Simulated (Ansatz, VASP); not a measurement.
**InSb: VASP beside Ansatz**

Aim: how closely do two programs agree when they are given the same cell, functional and k mesh?

Main program and level: Ansatz 0.2.0; plane waves, with VASP 6.6.1 beside it; band structure at PBE0.

## (1) Set-up

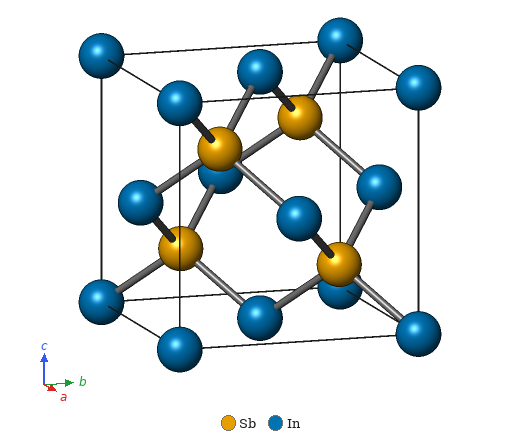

Start, viewed slightly off an axis; antimony orange, indium blue. This picture shows the conventional cell, with its axes. Bonds to atoms that aren't drawn are left out. Some periodic images of atoms are drawn too.

## (2) VASP: band structure, PBE0

The same path points are solved in both programs, so levels can be compared one by one.

Lines of VASP's logs that name or quote its potential files are left out, and so is its time.

INCAR reads:

```
SYSTEM = InSb
PREC = Accurate
ENCUT = 350
EDIFF = 1E-06
NELM = 100
ISMEAR = 0
SIGMA = 0.03
LREAL = .FALSE.
ALGO = Normal
LHFCALC = .TRUE.
AEXX = 0.25
GGA = PE
LASPH = .TRUE.
NBANDS = 15
PRECFOCK = Fast
HFRCUT = -1
LORBIT = 11
LWAVE = .FALSE.
LCHARG = .FALSE.
KPAR = 4
```

POSCAR reads:

```
InSb
1.0
    0.0000000000      3.2391000000      3.2391000000
    3.2391000000      0.0000000000      3.2391000000
    3.2391000000      3.2391000000      0.0000000000
Sb In
1 1
Direct
    0.7500000000      0.7500000000      0.7500000000
    0.0000000000      0.0000000000      0.0000000000
```

KPOINTS reads:

```
Automatic mesh
0
Gamma
4 4 4
0 0 0
```

KPOINTS_OPT reads:

```
Line mode
10
Line-mode
Reciprocal
  0.00000000   0.00000000   0.00000000 GAMMA
  0.50000000   0.00000000   0.50000000 X

  0.50000000   0.00000000   0.50000000 X
  0.50000000   0.25000000   0.75000000 W

  0.50000000   0.25000000   0.75000000 W
  0.37500000   0.37500000   0.75000000 K

  0.37500000   0.37500000   0.75000000 K
  0.00000000   0.00000000   0.00000000 GAMMA

  0.00000000   0.00000000   0.00000000 GAMMA
  0.50000000   0.50000000   0.50000000 L

  0.50000000   0.50000000   0.50000000 L
  0.62500000   0.25000000   0.62500000 U

  0.62500000   0.25000000   0.62500000 U
  0.50000000   0.25000000   0.75000000 W

  0.50000000   0.25000000   0.75000000 W
  0.50000000   0.50000000   0.50000000 L

  0.50000000   0.50000000   0.50000000 L
  0.37500000   0.37500000   0.75000000 K

  0.62500000   0.25000000   0.62500000 U
  0.50000000   0.00000000   0.50000000 X
```

PAW data sets: Sb and In_d (PBE family, release 64).

Started as:

```sh
$ mpirun -np 4 vasp_std
```

Numbers of over 12 decimals in the logs are rounded to 6 here.

The log of the run:

```text
[banner, memory and clock lines left out]
running    4 mpi-ranks, on    1 nodes
 distrk:  each k-point on    1 cores,    4 groups
 distr:  one band on    1 cores,    1 groups

 POSCAR found type information on POSCAR SbIn
 POSCAR found :  2 types and       2 ions
 LDA part: xc-table for (Slater+PW92), standard interpolation
 found WAVECAR, reading the header
 POSCAR, INCAR and KPOINTS ok, starting setup
 FFT: planning ... GRIDC
 FFT: planning ... GRID_SOFT
 FFT: planning ... GRID
 HFRCUT set to (new)   10.126627
 reading WAVECAR
 the WAVECAR file was read successfully
 initial charge from wavefunction
 entering main loop
       N       E                     dE             d eps       ncg     rms          rms(c)
DAV:   1    -0.918041032349E+01   -0.91804E+01   -0.27797E+00   296   0.179E+01    0.191E+01
DAV:   2    -0.921850397490E+01   -0.38094E-01   -0.96955E-02   301   0.273E+00    0.134E+01
DAV:   3    -0.921566250132E+01    0.28415E-02   -0.10502E-02   364   0.137E+00    0.850E+00
DAV:   4    -0.921441072109E+01    0.12518E-02   -0.10571E-03   351   0.437E-01    0.514E+00
DAV:   5    -0.921404826605E+01    0.36246E-03   -0.32191E-04   283   0.185E-01    0.308E+00
DAV:   6    -0.921396838863E+01    0.79877E-04   -0.11442E-04   312   0.961E-02    0.185E+00
DAV:   7    -0.921395103144E+01    0.17357E-04   -0.22265E-05   290   0.489E-02    0.111E+00
DAV:   8    -0.921394853570E+01    0.24957E-05   -0.60159E-06   268   0.249E-02    0.664E-01
DAV:   9    -0.921395016423E+01   -0.16285E-05   -0.21639E-06   303   0.132E-02    0.395E-01
DAV:  10    -0.921395237501E+01   -0.22108E-05   -0.75378E-07   211   0.691E-03    0.235E-01
DAV:  11    -0.921395414100E+01   -0.17660E-05   -0.46189E-07   204   0.486E-03    0.140E-01
DAV:  12    -0.921395535450E+01   -0.12135E-05   -0.18623E-07   183   0.318E-03    0.829E-02
DAV:  13    -0.921395612990E+01   -0.77540E-06   -0.99402E-08   127   0.265E-03
   1 F= -.92139561E+01 E0= -.92139561E+01  d E =-.228755E-18
 Start KPOINTS_OPT (optional k-point list driver)
k-point batch [1-8\100]
       N       E                     dE             ncg
DAV:   1     0.153570432737E+03   -0.14942E+04      247
DAV:   2    -0.869113471825E+03   -0.10227E+04      247
DAV:   3    -0.941027035134E+03   -0.71914E+02      317
DAV:   4    -0.943516898050E+03   -0.24899E+01      282
DAV:   5    -0.943629393770E+03   -0.11250E+00      387
DAV:   6    -0.943631970622E+03   -0.25769E-02      332
DAV:   7    -0.943632027409E+03   -0.56786E-04      380
DAV:   8    -0.943632028299E+03   -0.89041E-06      276
[...]
k-point batch [97-100\100]
       N       E                     dE             ncg
DAV:   1     0.180607609360E+04   -0.17681E+04      120
DAV:   2     0.132351191772E+04   -0.48256E+03      120
DAV:   3     0.129020138782E+04   -0.33311E+02      148
DAV:   4     0.128924449070E+04   -0.95690E+00      170
DAV:   5     0.128920040181E+04   -0.44089E-01      193
DAV:   6     0.128919967788E+04   -0.72393E-03      184
DAV:   7     0.128919965158E+04   -0.26297E-04      200
DAV:   8     0.128919965127E+04   -0.31374E-06      144
```

Parts of OUTCAR (step 2):

```text
ion  position               nearest neighbor table
   1  0.750  0.750  0.750-   2 2.81   2 2.81   2 2.81   2 2.81
   2  0.000  0.000  0.000-   1 2.81   1 2.81   1 2.81   1 2.81

  LATTYP: Found a face centered cubic cell.
 ALAT       =     6.4782000000

 Subroutine GETGRP returns: Found 24 space group operations
 (whereof 24 operations were pure point group operations)

The static configuration has the point symmetry T_d .

 Found      8 irreducible k-points:

   k-points           NKPTS =      8   k-points in BZ     NKDIM =     64   number of bands    NBANDS=     15

   dimension x,y,z NGX =    28 NGY =   28 NGZ =   28
   dimension x,y,z NGXF=    56 NGYF=   56 NGZF=   56

   ENCUT  =  350.0 eV  25.72 Ry    5.07 a.u.   6.99  6.99  6.99*2*pi/ulx,y,z

   NELECT =      18.0000    total number of electrons

 k-points in reciprocal lattice and weights: Automatic mesh
   0.00000000  0.00000000  0.00000000       0.016
   0.25000000  0.00000000  0.00000000       0.125
   0.50000000  0.00000000  0.00000000       0.062
   0.25000000  0.25000000  0.00000000       0.094
   0.50000000  0.25000000  0.00000000       0.375
  -0.25000000  0.25000000  0.00000000       0.188
   0.50000000  0.50000000  0.00000000       0.047
  -0.25000000  0.50000000  0.25000000       0.094

  exchange ACFDT corr.  =         0.00000000  see jH, gK, PRB 81, 115126

 average (electrostatic) potential at core
       1 -82.8817       2 -89.7033

 E-fermi :   4.5741

 k-point     1 :       0.0000    0.0000    0.0000
  band No.  band energies     occupation
    ...
      5     -11.9907      2.00000
      6      -7.4543      2.00000
      7       4.3946      2.00000
      8       4.3946      2.00000
      9       4.3946      2.00000
     10       5.6005      0.00000
     11       8.7099      0.00000
     12       8.7099      0.00000
     13       8.7099      0.00000
     14      11.6631      0.00000
    ...

 k-point     2 :       0.2500    0.0000    0.0000
  band No.  band energies     occupation
    ...
      5     -11.9912      2.00000
      6      -6.8220      2.00000
      7       0.5376      2.00000
      8       3.7455      2.00000
      9       3.7455      2.00000
     10       6.5886      0.00000
     11       9.4947      0.00000
     12       9.4947      0.00000
     13      10.6286      0.00000
     14      12.8007      0.00000
    ...

 k-point     3 :       0.5000    0.0000    0.0000
  band No.  band energies     occupation
    ...
      5     -11.9897      2.00000
      6      -5.9106      2.00000
      7      -1.7890      2.00000
      8       3.2820      2.00000
      9       3.2820      2.00000
     10       6.2276      0.00000
     11       9.6023      0.00000
     12       9.6023      0.00000
     13      11.9598      0.00000
     14      14.4051      0.00000
    ...

  energy-cutoff  :      350.00
  volume of cell :       67.97
      direct lattice vectors                 reciprocal lattice vectors
     0.000000000  3.239100000  3.239100000    -0.154363867  0.154363867  0.154363867
     3.239100000  0.000000000  3.239100000     0.154363867 -0.154363867  0.154363867
     3.239100000  3.239100000  0.000000000     0.154363867  0.154363867 -0.154363867

 POSITION                                       TOTAL-FORCE (eV/Angst)
 -----------------------------------------------------------------------------------
      4.85865      4.85865      4.85865         0.000000      0.000000      0.000000
      0.00000      0.00000      0.00000        -0.000000     -0.000000     -0.000000
 -----------------------------------------------------------------------------------
    total drift:                                0.000030      0.000029      0.000019

  FREE ENERGIE OF THE ION-ELECTRON SYSTEM (eV)
  ---------------------------------------------------
  free  energy   TOTEN  =        -9.2139561299 eV

  energy  without entropy=       -9.2139561299  energy(sigma->0) =       -9.21395613

 total charge
# of ion       s       p       d       tot
------------------------------------------
    1        1.129   1.581   0.021   2.731
    2        0.868   0.742   9.880  11.490
--------------------------------------------------
tot          1.997   2.323   9.901  14.221

[... 3 further parts left out ...]
```

[end of part 1 of 2]

[Lines on the potential files, build, host, timing and source positions are cut from VASP's logs without a mark.]

[Logs are printed without paths, hosts, clocks, repeated set-up lines and the standing remarks that a program may print on its own settings, such as how far it seeks lower states.]

[Hosts, paths, dates, database ids (printed as entryN), source tags and the programs' standing remarks are cut or masked in the printed files.]
